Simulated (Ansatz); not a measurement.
# CuHNOSi (charge +1): what the fields show

Input file:

```
crystal:
  periodic: [false, false, false]
  atoms:
    - symbol: Cu
      position_ang: [2.380795, -2.350273, 3.166118]
    - symbol: N
      position_ang: [-1.735662, -0.136679, 1.710667]
    - symbol: O
      position_ang: [0.720716, -1.763482, 2.501009]
    - symbol: Si
      position_ang: [-0.592561, -1.125758, 2.019171]
    - symbol: H
      position_ang: [-2.649478, -0.087763, 1.274396]
basis:
  gaussian:
    orbitals: def2-TZVPD
total_charge: 1
hamiltonian:
  xc: pbe0
output:
  forces: true
  orbitals: {seedname: orbitals}
```

Run with:

```sh
ansatz run input.yaml --threads 1 --pin off --max-ram 2610MiB --events-out events.jsonl --progress --plain --runs-dir runs
```

Geometry: PBE0-D3(BJ)/def2-SVP.

These are results of isolated molecule in a Gaussian basis; Kohn-Sham density functional theory, functional PBE0 in Ansatz, not measurements.

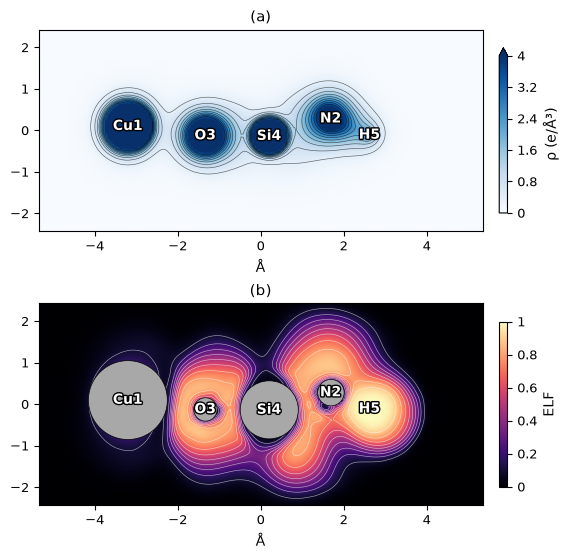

Figure 1. (a) electron density; (b) ELF on the molecular plane. Grey discs cover the atomic cores in the ELF map.

### What does the map show?

- The plane passes through Cu, N, O, Si and H nuclei.
- Si–O (1.54 Å): ρ is about 1.4 e/Å³ halfway; the ELF peaks at about 0.80 between the atoms, as expected for a polar covalent bond.
- Si–N (1.54 Å): ρ is about 1.4 e/Å³ halfway; the ELF peaks at about 0.80 in the valence shell of N, 0.6 Å from its nucleus, and is about 0.50 at the midpoint.
- Cu–O (1.88 Å): the density is about 0.66 e/Å³ at the midpoint; the ELF peaks at about 0.85 in the valence shell of O, 0.5 Å from its nucleus, and is about 0.15 at the midpoint.
- N–H (1.01 Å): ρ at the midpoint is about 2.9 e/Å³; the ELF climbs to about 1 towards the hydrogen, as it does in any bond to H: a covalent bond by its length.
- The ELF also peaks beside N2, away from the bonds: lone-pair regions.

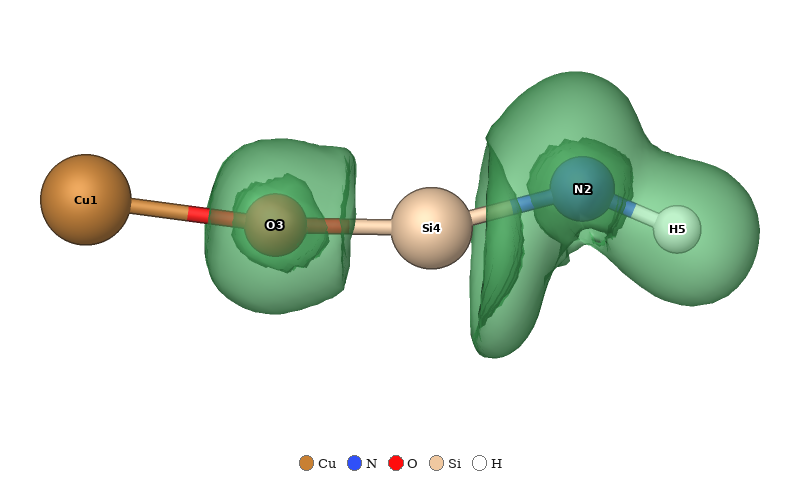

Figure 2. Isosurface of the ELF at 0.75 (green), seen at a tilt. Core shells and regions of very low density are left out.

### Where are the electrons localised?

At this value the surface marks out one region wrapped around O (its valence shell) and one joined region spread over several atoms (H, N, Si), in which their bonds and any lone pairs are merged.

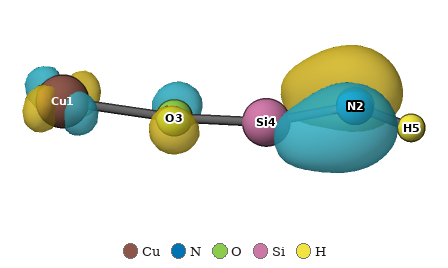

Figure 3. The HOMO at ±0.2 Å⁻³ᐟ² (yellow and cyan are the two phases), seen at a tilt.

### Describe this orbital and give its energy.

Its weight (Hirshfeld) is mainly on N2 (about 55 %), Si4 (about 20 %), Cu1 (about 15 %) and O3 (about 10 %); it changes sign across the molecular plane (π type); π-bonding across Cu1–O3 and N2–Si4; π-antibonding (a node) across O3–Si4. Its energy is −13.04 eV.
